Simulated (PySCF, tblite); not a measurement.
# C3H10OSSi2: geometry, infrared bands and NMR shifts

Aim: predict the infrared bands and NMR shifts of C3H10OSSi2 (`C=CO[SiH2]SC[SiH3]`).

Computed with tblite 0.8.0 and PySCF 2.14.0, with density-fitted response routines of our own, on a single molecule in the gas phase. Atoms are numbered from 0 throughout.

## Step 1: The molecule as given

17 atoms, charge 0, multiplicity 1; geometry from: force field or distance geometry start.

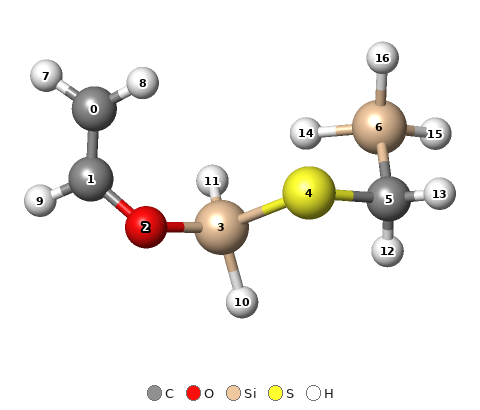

As it starts; carbon grey, oxygen red, silicon light orange, sulfur yellow, hydrogen white, atoms numbered; sticks join atoms by distance.

## Step 2: Relaxing the molecule with GFN2-xTB

The job: settings as JSON, then the geometry in Å.

```
{"job": {"kind": "relax", "xc": "GFN2-xTB", "basis": "xTB"}, "charge": 0, "multiplicity": 1}
C     -2.954500     1.224500     0.577700
C     -3.057000     0.022400     0.049900
O     -2.184800    -1.021300     0.283200
Si    -0.595700    -0.970700    -0.392900
S      0.726400    -0.830300     1.309800
C      2.390500    -0.885800     0.596900
Si     2.619800     0.703000    -0.351800
H     -3.717500     1.976700     0.323100
H     -2.145300     1.490600     1.257800
H     -3.904800    -0.167000    -0.608000
H     -0.229600    -2.267600    -1.024800
H     -0.432300     0.133100    -1.301200
H      2.427700    -1.700300    -0.148900
H      3.180900    -1.035700     1.362900
H      1.420100     0.876800    -1.180000
H      3.850600     0.684700    -1.123900
H      2.598500     1.778800     0.659200
```

On the command line:

```console
$ OMP_NUM_THREADS=1 python probes_run.py task.json out
```

This one command runs all jobs of the session in turn.

**Question.** This job is followed by: GFN2-xTB harmonic vibrations, gas phase; GIAO PBE0/pcSseg-1 NMR shielding, non-relativistic, gas phase. What will the session give for the following? strongest single infrared mode (GFN2-xTB); zero-point energy (GFN2-xTB); 13C shifts against TMS (PBE0/pcSseg-1); 1H shifts against TMS (PBE0/pcSseg-1, means over atoms taken as alike); 17O shifts against H2O (PBE0/pcSseg-1); 29Si shifts against TMS (PBE0/pcSseg-1); 33S shifts against CS2 (PBE0/pcSseg-1); surface potential, least and greatest.

As calculated:

| quantity | value |
| --- | --- |
| strongest single infrared mode (GFN2-xTB) | 768 cm⁻¹, 508 km/mol |
| zero-point energy (GFN2-xTB) | 72.3 kcal/mol |
| 13C shifts against TMS (PBE0/pcSseg-1) | 154.9, 98.7, 3.3 ppm |
| 1H shifts against TMS (PBE0/pcSseg-1, means over atoms taken as alike) | 6.61, 5.55, 4.68, 4.54, 3.95, 1.62 ppm |
| 17O shifts against H2O (PBE0/pcSseg-1) | 111.8 ppm |
| 29Si shifts against TMS (PBE0/pcSseg-1) | -20.6, -71.2 ppm |
| 33S shifts against CS2 (PBE0/pcSseg-1) | -186 ppm |
| surface potential, least and greatest | -0.92 V and 1.25 V |

In words: Relaxing lowered the energy by 0.705 eV in 131 steps; the close pair that moved most is O2–Si3, from 1.728 to 1.617 Å. No mode is imaginary among the 45: a minimum at this level. Unscaled tight-binding wavenumbers are off by several per cent, some by more. Its intensities can rank the bands wrongly. C1 (alkene carbon bearing oxygen) lies farthest downfield among carbon, at 154.9 ppm; an sp2 carbon further deshielded by the attached heteroatom. H9 (hydrogen on an alkene carbon bearing oxygen) lies farthest downfield among hydrogen, at 6.61 ppm; attached to an sp2 carbon and in the plane of the double bond. At PBE0/pcSseg-1: The widest tensor belongs to S4: span 315 ppm, with a paramagnetic part of -372 ppm. At PBE0/pcSseg-1, counted by nearest atom on the grid, the HOMO lies on S4 69 %, the LUMO on S4 16 %; Si3 14 %.
